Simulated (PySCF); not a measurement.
# What a change does: NMR shielding calculation on C$_{6}$H$_{12}$OSi$_{2}$

System: C$_{6}$H$_{12}$OSi$_{2}$.
Method of the first run: GIAO PBE0/pcSseg-1 NMR shielding, non-relativistic, gas phase (PySCF 2.14.0).

The geometry comes from this level: PBE0-D3(BJ)/def2-SVP. Text and figures count atoms from 1; the logs count them from 0 in places.

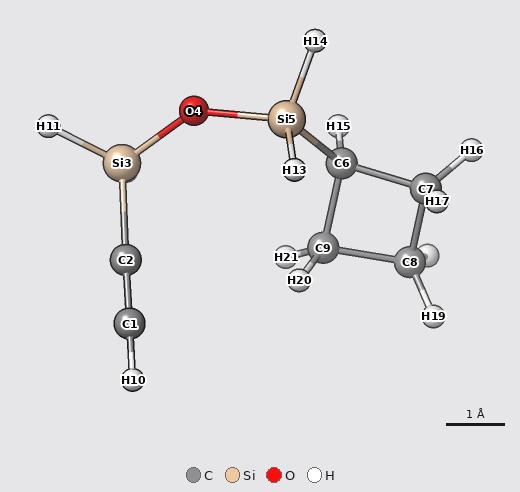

Figure 1. The structure as given in the input (ball-and-stick view, seen at a tilt; atoms are numbered from 1 in the order of the input). Bond lengths as drawn: C–C 1.22 to 1.55 Å, C–H 1.08 to 1.10 Å, C–Si 1.84 to 1.87 Å, H–Si 1.49 to 1.50 Å and O–Si 1.65 to 1.67 Å.

### Input, the first run
```
{"job": {"kind": "nmr", "xc": "PBE0", "basis": "pcSseg-1"}, "charge": 0, "multiplicity": 1}
C      2.749043     1.407639    -0.230610
C      2.380263     0.303683    -0.587315
Si     1.803487    -1.367353    -1.092251
O      0.807782    -1.997204     0.063923
Si    -0.387003    -1.518270     1.129940
C     -1.734332    -0.584889     0.227580
C     -2.816034     0.150287     1.063229
C     -2.719158     1.337723     0.087934
C     -1.370900     0.785504    -0.408824
H      3.077865     2.383751     0.080227
H      2.984280    -2.256348    -1.252316
H      1.080156    -1.235435    -2.389538
H      0.207276    -0.615787     2.166016
H     -0.904787    -2.753111     1.789294
H     -2.207908    -1.240158    -0.522903
H     -3.791024    -0.346995     1.174971
H     -2.453069     0.417730     2.069914
H     -3.491502     1.279338    -0.694568
H     -2.733327     2.353412     0.512177
H     -0.515060     1.264682     0.094297
H     -1.174224     0.801352    -1.491468
```

The first line tells a small driver script what to run in PySCF; the rest is the geometry in Å.

Command:
```bash
OMP_NUM_THREADS=1 python <driver script> task.json out
```

Hardware: 1 CPU thread, shared host.

### Output (the first run)
```
coarse grid: 18296 points
cycle   1  E = -889.1860036698  dE =  8.809e-01  |g| = 8.308e-01  |ddm| = 4.202e+00
cycle   2  E = -888.9829293834  dE =  2.031e-01  |g| = 1.314e+00  |ddm| = 1.763e+00
cycle   3  E = -889.3171943825  dE = -3.343e-01  |g| = 1.673e-01  |ddm| = 1.238e+00
cycle   4  E = -889.3226934951  dE = -5.499e-03  |g| = 6.561e-02  |ddm| = 1.878e-01
cycle   5  E = -889.3234298603  dE = -7.364e-04  |g| = 3.918e-02  |ddm| = 6.821e-02
cycle   6  E = -889.3237963409  dE = -3.665e-04  |g| = 8.329e-03  |ddm| = 2.895e-02
cycle   7  E = -889.3238119056  dE = -1.556e-05  |g| = 1.951e-03  |ddm| = 7.868e-03
cycle   8  E = -889.3238128996  dE = -9.939e-07  |g| = 2.950e-04  |ddm| = 2.050e-03
final grid: 166776 points
cycle   9  E = -889.3896943768  dE = -2.897e-05  |g| = 1.011e-02  |ddm| = 3.192e-02
cycle  10  E = -889.3896665510  dE =  2.783e-05  |g| = 1.543e-02  |ddm| = 2.050e-02
cycle  11  E = -889.3897169101  dE = -5.036e-05  |g| = 1.344e-03  |ddm| = 1.253e-02
cycle  12  E = -889.3897172690  dE = -3.588e-07  |g| = 3.039e-04  |ddm| = 1.285e-03
cycle  13  E = -889.3897172861  dE = -1.713e-08  |g| = 9.342e-05  |ddm| = 3.004e-04
cycle  14  E = -889.3897172873  dE = -1.262e-09  |g| = 6.018e-05  |ddm| = 1.043e-04
cycle  15  E = -889.3897172882  dE = -8.918e-10  |g| = 1.438e-05  |ddm| = 4.732e-05
converged SCF energy = -889.3897172882

GIAO shielding tensors (ppm)
atom      isotropic    diamagn.    paramagn.     s11        s22        s33       span
  0 C       79.741     262.986    -183.244     -2.589      1.838    239.975    242.564
  1 C       96.527     262.145    -165.618     -2.833      4.318    288.096    290.929
  2 Si     403.638     879.446    -475.808    356.370    389.405    465.140    108.771
  3 O      305.369     400.965     -95.596    250.738    327.607    337.762     87.024
  4 Si     361.642     880.246    -518.604    321.079    353.055    410.792     89.712
  5 C      162.509     255.397     -92.888    139.855    166.819    180.853     40.998
  6 C      162.182     253.094     -90.912    144.901    164.761    176.886     31.985
  7 C      158.861     252.877     -94.016    142.367    161.787    172.428     30.062
  8 C      156.937     246.633     -89.696    143.156    154.445    173.209     30.054
  9 H       28.783      32.927      -4.144     23.834     24.539     37.977     14.143
 10 H       26.320      26.170       0.150     22.707     24.353     31.901      9.193
 11 H       26.343      30.001      -3.658     23.518     24.822     30.689      7.171
 12 H       26.340      31.249      -4.910     23.555     25.723     29.740      6.185
 13 H       26.407      28.587      -2.180     22.767     24.885     31.570      8.803
 14 H       29.166      33.285      -4.119     26.535     28.464     32.498      5.963
 15 H       29.562      29.613      -0.051     25.911     26.101     36.675     10.764
 16 H       29.457      31.401      -1.944     26.528     28.297     33.548      7.020
 17 H       28.951      30.594      -1.643     26.130     26.763     33.959      7.830
 18 H       29.357      30.188      -0.832     25.556     26.135     36.379     10.823
 19 H       28.811      34.864      -6.053     24.930     27.872     33.630      8.700
 20 H       29.228      33.405      -4.177     25.216     27.770     34.700      9.484
```

The input of the second run differs as follows (lines with − go, lines with + come):
```diff
-"xc": "PBE0"
+"xc": "WP04"
+"pop": false
```

What does this change do to the results?

The total energies belong to different methods, so their difference says nothing on which is more stable or more accurate. The HOMO goes from −7.76 to −8.95 eV. The LUMO goes from −0.51 to −2.30 eV. The dipole moment goes from 1.65 to 1.56 D. Of all shieldings, the largest change is that of C7, by −15.0 ppm. The functional changes from PBE0 to WP04. Exact exchange removes part of the self-interaction error of semilocal functionals, which pushes filled and empty levels apart. The SCF takes 16 iterations against 15.

### Output (the second run)
```
coarse grid: 18296 points
cycle   1  E = -903.5947773200  dE =  7.915e-01  |g| = 1.258e+00  |ddm| = 4.329e+00
cycle   2  E = -902.8581468753  dE =  7.366e-01  |g| = 2.224e+00  |ddm| = 2.875e+00
cycle   3  E = -903.8781798688  dE = -1.020e+00  |g| = 3.463e-01  |ddm| = 2.311e+00
cycle   4  E = -903.8996039657  dE = -2.142e-02  |g| = 1.693e-01  |ddm| = 4.088e-01
cycle   5  E = -903.9036508717  dE = -4.047e-03  |g| = 1.146e-01  |ddm| = 1.715e-01
cycle   6  E = -903.9068201775  dE = -3.169e-03  |g| = 2.372e-02  |ddm| = 8.160e-02
cycle   7  E = -903.9069486245  dE = -1.284e-04  |g| = 6.273e-03  |ddm| = 2.144e-02
cycle   8  E = -903.9069585192  dE = -9.895e-06  |g| = 9.250e-04  |ddm| = 6.556e-03
final grid: 166776 points
cycle   9  E = -904.0000314283  dE = -5.553e-05  |g| = 9.110e-03  |ddm| = 3.971e-02
cycle  10  E = -904.0000047853  dE =  2.664e-05  |g| = 1.431e-02  |ddm| = 1.836e-02
cycle  11  E = -904.0000502552  dE = -4.547e-05  |g| = 1.670e-03  |ddm| = 1.160e-02
cycle  12  E = -904.0000507704  dE = -5.153e-07  |g| = 4.940e-04  |ddm| = 1.617e-03
cycle  13  E = -904.0000508067  dE = -3.626e-08  |g| = 2.473e-04  |ddm| = 4.638e-04
cycle  14  E = -904.0000508183  dE = -1.155e-08  |g| = 1.271e-04  |ddm| = 2.208e-04
cycle  15  E = -904.0000508223  dE = -4.043e-09  |g| = 1.599e-05  |ddm| = 9.251e-05
cycle  16  E = -904.0000508224  dE = -6.139e-11  |g| = 3.714e-06  |ddm| = 1.921e-05
converged SCF energy = -904.0000508224

GIAO shielding tensors (ppm)
atom      isotropic    diamagn.    paramagn.     s11        s22        s33       span
  0 C       77.367     262.942    -185.576     -8.719     -4.734    245.552    254.271
  1 C       92.017     260.697    -168.680     -9.085     -2.269    287.404    296.488
  2 Si     401.172     881.951    -480.779    360.906    392.274    450.335     89.429
  3 O      298.431     404.543    -106.112    264.950    309.913    320.432     55.482
  4 Si     360.660     883.226    -522.566    326.916    354.885    400.178     73.263
  5 C      148.090     258.312    -110.223    125.410    152.238    166.622     41.212
  6 C      147.172     254.448    -107.276    130.445    148.674    162.397     31.952
  7 C      144.259     254.566    -110.308    127.761    146.154    158.860     31.098
  8 C      143.070     250.144    -107.074    128.959    140.564    159.686     30.727
  9 H       29.393      34.156      -4.764     24.499     25.177     38.502     14.003
 10 H       27.392      27.113       0.280     23.862     25.395     32.919      9.057
 11 H       27.413      31.656      -4.243     24.610     25.898     31.731      7.121
 12 H       27.377      33.308      -5.931     24.661     26.638     30.831      6.170
 13 H       27.473      29.379      -1.905     23.884     25.925     32.612      8.728
 14 H       29.680      34.062      -4.381     27.199     29.259     32.583      5.384
 15 H       29.938      28.482       1.456     26.607     26.803     36.404      9.797
 16 H       29.859      32.373      -2.513     27.140     28.762     33.676      6.536
 17 H       29.425      29.974      -0.549     26.913     27.311     34.049      7.137
 18 H       29.743      30.410      -0.667     26.261     26.807     36.160      9.899
 19 H       29.273      37.747      -8.474     25.680     28.413     33.727      8.047
 20 H       29.668      35.013      -5.345     25.934     28.419     34.651      8.717
```

### The two runs side by side

| quantity | the first run | the second run |
| --- | --- | --- |
| outcome | converged | converged |
| total energy (hartree) | −889.389717 | −904.000051 |
| HOMO (eV) | −7.76 | −8.95 |
| LUMO (eV) | −0.51 | −2.30 |
| dipole moment (D) | 1.65 | 1.56 |
| shielding of C2 (ppm) | 96.5 | 92.0 |
| shielding of Si3 (ppm) | 403.6 | 401.2 |
| shielding of O4 (ppm) | 305.4 | 298.4 |
| shielding of C6 (ppm) | 162.5 | 148.1 |
| shielding of C7 (ppm) | 162.2 | 147.2 |
| shielding of C8 (ppm) | 158.9 | 144.3 |
| shielding of C9 (ppm) | 156.9 | 143.1 |
| SCF iterations | 15 | 16 |
| basis functions | 227 | 227 |
| wall time (shared host) | 96 s | 93 s |
